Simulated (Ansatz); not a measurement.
# C₃H₈SSi: a spread of methods and bases, part 2 of 2

Ansatz 0.2.0, Gaussian basis; the settings change from run to run.

### 6 LC-wPBE/cc-pVTZ

Options: charge -1, multiplicity 2, a grid of angular degree 23, high accuracy.

File in.yaml:

```yaml
crystal:
  periodic: [false, false, false]
  atoms:
    - {symbol: C, position_ang: [-1.535185, 0.536908, -0.572418]}
    - {symbol: C, position_ang: [-0.787609, -0.801231, -0.612532]}
    - {symbol: Si, position_ang: [0.697178, -0.635325, -1.803453]}
    - {symbol: S, position_ang: [2.233261, 0.089548, -0.536215]}
    - {symbol: C, position_ang: [1.707754, 0.182021, 1.198693]}
    - {symbol: H, position_ang: [-1.827165, 0.866308, -1.574253]}
    - {symbol: H, position_ang: [-2.449232, 0.465260, 0.022684]}
    - {symbol: H, position_ang: [-0.921336, 1.332728, -0.142232]}
    - {symbol: H, position_ang: [-0.510042, -1.118711, 0.395799]}
    - {symbol: H, position_ang: [-1.449170, -1.572947, -1.020886]}
    - {symbol: H, position_ang: [1.539453, -0.815790, 1.601247]}
    - {symbol: H, position_ang: [0.804895, 0.780426, 1.305620]}
    - {symbol: H, position_ang: [2.517798, 0.656005, 1.752546]}
basis:
  gaussian: {orbitals: cc-pVTZ, final_grid: {core_spheres: 8, valence_spheres: 7, degree: 23}}
total_charge: -1
magnetization: {spin_polarized: true, initial_magnetization: 1}
hamiltonian: {xc: {name: LC-wPBE}}
accuracy: high
output: {forces: true}
```

Run with:

```
$ ansatz run in.yaml --threads 4 --pin off --events-out ev --progress --plain --max-ram 10444MiB
```

Log (excerpt; [...] marks lines left out):

```text
Functional definition: LC-wPBE
  name "LC-wPBE"
  cite "Vydrov & Scuseria, J. Chem. Phys. 125, 234109 (2006) doi:10.1063/1.2409292"
  cite "Heyd & Scuseria, J. Chem. Phys. 120, 7274 (2004) doi:10.1063/1.1668634"
  cite "Ernzerhof & Perdew, J. Chem. Phys. 109, 3313 (1998) doi:10.1063/1.476928"
  cite "Perdew, Burke & Ernzerhof, Phys. Rev. Lett. 77, 3865 (1996) doi:10.1103/PhysRevLett.77.3865"
  parent pbe
[...]
4940 factors; integrals over basis functions are off by at most 3.9e-9 eV
891 factors; integrals over basis functions are off by at most 2.5e-9 eV
[...]
mean field -21948.66289988 eV, -806.5984842324 hartree, gradient 8.4e-8 eV, S^2 0.765239; 0 other end points of the search recorded, 0 dependent functions left out
[...]
reference -21948.66289988 eV, -806.5984842324 hartree; 29, 28 occupied and 241, 242 virtual orbitals, 4940 factors
[...]
Atom 3 at     2.233261     0.089548    -0.536215 Å, force     1.249461     0.778571     1.236553 eV/Å
Atom 4 at     1.707754     0.182021     1.198693 Å, force     0.177733    -0.066870    -0.327261 eV/Å
Atom 5 at    -1.827165     0.866308    -1.574253 Å, force     0.150722    -0.091023     0.046668 eV/Å
Atom 6 at    -2.449232     0.465260     0.022684 Å, force    -0.201668     0.118208     0.153503 eV/Å
Atom 7 at    -0.921336     1.332728    -0.142232 Å, force     0.027764    -0.064177    -0.071296 eV/Å
Atom 8 at    -0.510042    -1.118711     0.395799 Å, force    -0.075763     0.001189     0.005245 eV/Å
Atom 9 at    -1.449170    -1.572947    -1.020886 Å, force     0.028624     0.039178     0.039051 eV/Å
Atom 10 at     1.539453    -0.815790     1.601247 Å, force    -0.061044     0.014302     0.082790 eV/Å
Atom 11 at     0.804895     0.780426     1.305620 Å, force    -0.022532    -0.028612     0.068311 eV/Å
Atom 12 at     2.517798     0.656005     1.752546 Å, force    -0.041678    -0.004980     0.075056 eV/Å
Dipole moment:    -0.362891     0.267943     1.098403 e Å
```

Run time: 20 s. Hardware: 4 threads of Arm Neoverse V2, shared host; peak memory 2.6 GiB.

Largest force 2.015 eV/Å, ⟨S²⟩ 0.765.

### 7 r2SCAN0/x2c-TZVPPall

This run has finite nuclei, D3(BJ) with three-body dispersion, high accuracy.

in.yaml, as its differences from that of step 6:

```diff
@@ -17,6 +17,4 @@
 basis:
-  gaussian: {orbitals: cc-pVTZ, final_grid: {core_spheres: 8, valence_spheres: 7, degree: 23}}
-total_charge: -1
-magnetization: {spin_polarized: true, initial_magnetization: 1}
-hamiltonian: {xc: {name: LC-wPBE}}
+  gaussian: {orbitals: x2c-TZVPPall, nuclear_model: gaussian}
+hamiltonian: {xc: {name: r2SCAN0}, dispersion: d3bjatm}
 accuracy: high
```

Same command.

Log (excerpt; [...] marks lines left out):

```text
Functional definition: r2SCAN0
  name "r2SCAN0"
  cite "Bursch, Neugebauer, Ehlert & Grimme, J. Chem. Phys. 156, 134105 (2022) doi:10.1063/5.0086040"
  cite "Furness, Kaplan, Ning, Perdew & Sun, J. Phys. Chem. Lett. 11, 8208 (2020) doi:10.1021/acs.jpclett.0c02405"
  cite "Furness, Kaplan, Ning, Perdew & Sun, J. Phys. Chem. Lett. 11, 9248 (2020) doi:10.1021/acs.jpclett.0c03077"
  parent r2scan
[...]
5172 factors; integrals over basis functions are off by at most 3.1e-8 eV
[...]
mean field -21999.32411260 eV, -808.4602494606 hartree, gradient 1.3e-8 eV, S^2 0.000000; 0 other end points of the search recorded, 0 dependent functions left out
[...]
reference -21999.32411333 eV, -808.4602494875 hartree; 28, 28 occupied and 261, 261 virtual orbitals, 5172 factors
Total energy: -21999.44258770 eV, -808.4646033402 hartree
Relativity: scalar
[...]
Atom 3 at     2.233261     0.089548    -0.536215 Å, force    -0.069274    -0.024740    -0.005813 eV/Å
Atom 4 at     1.707754     0.182021     1.198693 Å, force    -0.038776     0.012040     0.154772 eV/Å
Atom 5 at    -1.827165     0.866308    -1.574253 Å, force     0.051337    -0.061536     0.164305 eV/Å
Atom 6 at    -2.449232     0.465260     0.022684 Å, force     0.154631     0.011884    -0.099642 eV/Å
Atom 7 at    -0.921336     1.332728    -0.142232 Å, force    -0.095111    -0.137078    -0.074574 eV/Å
Atom 8 at    -0.510042    -1.118711     0.395799 Å, force    -0.051047     0.057800    -0.158461 eV/Å
Atom 9 at    -1.449170    -1.572947    -1.020886 Å, force     0.091377     0.129375     0.075448 eV/Å
Atom 10 at     1.539453    -0.815790     1.601247 Å, force     0.027546     0.172243    -0.075304 eV/Å
Atom 11 at     0.804895     0.780426     1.305620 Å, force     0.152274    -0.110371    -0.024094 eV/Å
Atom 12 at     2.517798     0.656005     1.752546 Å, force    -0.138538    -0.081328    -0.101914 eV/Å
Dipole moment:    -0.313460    -0.006292     0.491702 e Å
```

It took 33 s on 4 threads of Arm Neoverse V2, shared host; peak memory 2.7 GiB.

Largest force 0.190 eV/Å, dipole 2.80 D.

### 8 CCSDT/STO-3G

Set apart from the defaults: 4 DIIS vectors, high accuracy.

in.yaml, as its differences from that of step 7:

```diff
@@ -17,5 +17,5 @@
 basis:
-  gaussian: {orbitals: x2c-TZVPPall, nuclear_model: gaussian}
-hamiltonian: {xc: {name: r2SCAN0}, dispersion: d3bjatm}
+  gaussian: {orbitals: STO-3G}
+hamiltonian: {xc: {name: HF}}
+correlation: {method: ccsdt, diis_vectors: 4}
 accuracy: high
-output: {forces: true}
```

Same command.

Log (excerpt; [...] marks lines left out):

```text
Functional definition: HF
  name "HF"
  cite "Fock, Z. Phys. 61, 126 (1930) doi:10.1007/BF01340294"
  parent pbe
[...]
877 factors; integrals over basis functions are off by at most 5.4e-9 eV
[...]
mean field -21650.57885468 eV, -795.6440976199 hartree, gradient 2.8e-8 eV, S^2 0.000000; 0 other end points of the search recorded, 0 dependent functions left out
13 core orbitals not correlated: weight in the atoms' cores, before any rotation towards them, 1.000 or more for the frozen orbitals, at most 0.000 for the correlated occupied ones
reference -21650.57885468 eV, -795.6440976199 hartree; 15, 15 occupied and 13, 13 virtual orbitals, 877 factors
second order -5.79748285 eV of doubles, -0.00000000 eV of singles
cycle   1  -7.00066759 eV  change    -1.2e0 eV  update   1.1e-1
[...]
cycle  27  -7.81861522 eV  change  -8.0e-10 eV  update  5.6e-10
Total energy: -21658.39746990 eV, -795.9314264297 hartree
```

It took 3.7 s on 4 threads of Arm Neoverse V2, shared host.

T1 0.015.

### 9 wB97X-V/def2-TZVP

Options: charge +1, multiplicity 2.

in.yaml, as its differences from that of step 8:

```diff
@@ -17,5 +17,5 @@
 basis:
-  gaussian: {orbitals: STO-3G}
-hamiltonian: {xc: {name: HF}}
-correlation: {method: ccsdt, diis_vectors: 4}
-accuracy: high
+  gaussian: {orbitals: def2-TZVP}
+total_charge: 1
+magnetization: {spin_polarized: true, initial_magnetization: 1}
+hamiltonian: {xc: {name: wB97X-V}}
```

Launched as before.

Log (excerpt; [...] marks lines left out):

```text
Functional definition: wB97X-V
  name "wB97X-V"
  cite "Mardirossian & Head-Gordon, Phys. Chem. Chem. Phys. 16, 9904 (2014) doi:10.1039/C3CP54374A"
  cite "Becke, J. Chem. Phys. 107, 8554 (1997) doi:10.1063/1.475007"
  cite "Vydrov & Van Voorhis, J. Chem. Phys. 133, 244103 (2010) doi:10.1063/1.3521275"
[...]
      + integral(e_c_pw_opposite_spin*poly(b97_u_opposite, cos0, cos1)) + vv10(b, c)
1415 factors; their error is unknown
382 factors; integrals over basis functions are off by at most 8.3e-6 eV
[...]
mean field -21943.88586591 eV, -806.4229314722 hartree, gradient 4.0e-5 eV, S^2 0.756893; 2 other end points of the search recorded, 0 dependent functions left out
reference -21943.88586423 eV, -806.4229314103 hartree; 28, 27 occupied and 187, 188 virtual orbitals, 1415 factors
Total energy: -21943.88586423 eV, -806.4229314103 hartree
```

Wall time 15 s (4 threads of Arm Neoverse V2, shared host); peak memory 1 GiB.

⟨S²⟩ 0.757.

### 10 wB97/cc-pVTZ

Set apart from the defaults: high accuracy.

in.yaml, as its differences from that of step 9:

```diff
@@ -17,5 +17,5 @@
 basis:
-  gaussian: {orbitals: def2-TZVP}
-total_charge: 1
-magnetization: {spin_polarized: true, initial_magnetization: 1}
-hamiltonian: {xc: {name: wB97X-V}}
+  gaussian: {orbitals: cc-pVTZ}
+hamiltonian: {xc: {name: wB97}}
+accuracy: high
+output: {forces: true}
```

Same command.

Log (excerpt; [...] marks lines left out):

```text
Functional definition: wB97
  name "wB97"
  cite "Chai & Head-Gordon, J. Chem. Phys. 128, 084106 (2008) doi:10.1063/1.2834918"
  cite "Becke, J. Chem. Phys. 107, 8554 (1997) doi:10.1063/1.475007"
[...]
  # The coefficients of nought are those of the uniform gas.
[...]
      + integral(e_c_pw_opposite_spin*poly(b97_u_opposite, 1, cos1, cos2, cos3, cos4))
4940 factors; integrals over basis functions are off by at most 3.9e-9 eV
891 factors; integrals over basis functions are off by at most 2.5e-9 eV
[...]
mean field -21955.02411709 eV, -806.8322546531 hartree, gradient 2.8e-8 eV, S^2 0.000000; 0 other end points of the search recorded, 0 dependent functions left out
[...]
reference -21955.02411602 eV, -806.8322546139 hartree; 28, 28 occupied and 242, 242 virtual orbitals, 4940 factors
Total energy: -21955.02411602 eV, -806.8322546139 hartree
[...]
Atom 3 at     2.233261     0.089548    -0.536215 Å, force     0.025677     0.017674     0.024124 eV/Å
Atom 4 at     1.707754     0.182021     1.198693 Å, force    -0.003630    -0.032247    -0.082906 eV/Å
Atom 5 at    -1.827165     0.866308    -1.574253 Å, force    -0.003143    -0.004423    -0.000369 eV/Å
Atom 6 at    -2.449232     0.465260     0.022684 Å, force     0.029892     0.011713    -0.020470 eV/Å
Atom 7 at    -0.921336     1.332728    -0.142232 Å, force     0.017221     0.010173     0.016417 eV/Å
Atom 8 at    -0.510042    -1.118711     0.395799 Å, force    -0.009944     0.012524    -0.004163 eV/Å
Atom 9 at    -1.449170    -1.572947    -1.020886 Å, force    -0.000994     0.029142     0.025935 eV/Å
Atom 10 at     1.539453    -0.815790     1.601247 Å, force    -0.003439     0.015573     0.008381 eV/Å
Atom 11 at     0.804895     0.780426     1.305620 Å, force    -0.013907     0.004963     0.008877 eV/Å
Atom 12 at     2.517798     0.656005     1.752546 Å, force    -0.028245    -0.011862    -0.014087 eV/Å
Dipole moment:    -0.343805    -0.020667     0.485676 e Å
```

Wall time 42 s (4 threads of Arm Neoverse V2, shared host); peak memory 2.8 GiB.

Largest force 0.188 eV/Å, dipole 2.86 D.

### 11 The runs in one table

```csv
level,charge,multiplicity,geometry,functions,energy (eV),time
B97/cc-pVTZ,0,1,shaken,270,-21952.244,6 s
B97M-V/aug-cc-pVTZ,0,1,shaken,422,-21941.156,17 s
PBE/STO-3G,0,1,"scaled, point charge",41,-21678.756,0.3 s
revPBE/x2c-TZVPPall,0,1,relaxed,289,-22000.048,3.2 s
LC-wPBE/cc-pVTZ,-1,2,relaxed,270,-21948.663,20 s
r2SCAN0/x2c-TZVPPall,0,1,relaxed,289,-21999.443,33 s
CCSDT/STO-3G,0,1,relaxed,41,-21658.397,3.7 s
wB97X-V/def2-TZVP,1,2,relaxed,215,-21943.886,15 s
wB97/cc-pVTZ,0,1,relaxed,270,-21955.024,42 s
```

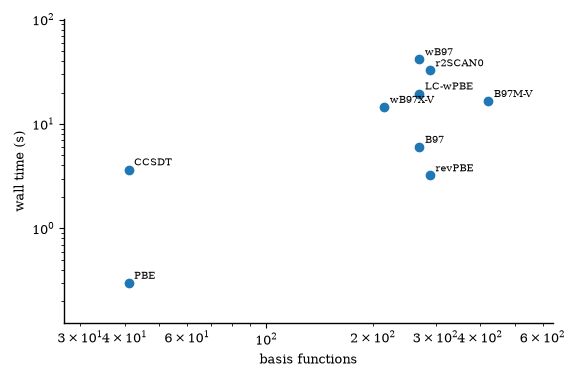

Wall time against the number of basis functions (shared host).

### 12 Results

What follows sums up all 2 parts.

| quantity | value |
| --- | --- |
| runs | 9 |
| quickest | PBE/STO-3G, 0.3 s |
| slowest | wB97/cc-pVTZ, 42 s |
| spread of total energies, same state and geometry | 341.7 eV |
| dipole, same state and geometry | 2.68 to 2.86 D |

In words: wB97/cc-pVTZ took 138 times as long as PBE/STO-3G. The jobs differ in tasks and options as well as level. Total energies at one charge and spin differ by 342 eV between levels, so only differences within one level mean anything. Some of these runs are scalar-relativistic and others not, which shifts the totals of all-electron atoms past neon by eV; core potentials, where a basis has them, take the core out of the total altogether. At the PBE0-D4/def2-TZVP geometry and in the same state, runs without warnings or point charges leave forces up to 0.44 eV/Å (revPBE/x2c-TZVPPall), against 4.3 eV/Å where the atoms were moved. At that geometry and state the dipole changes by 7 % between the lowest and highest value.
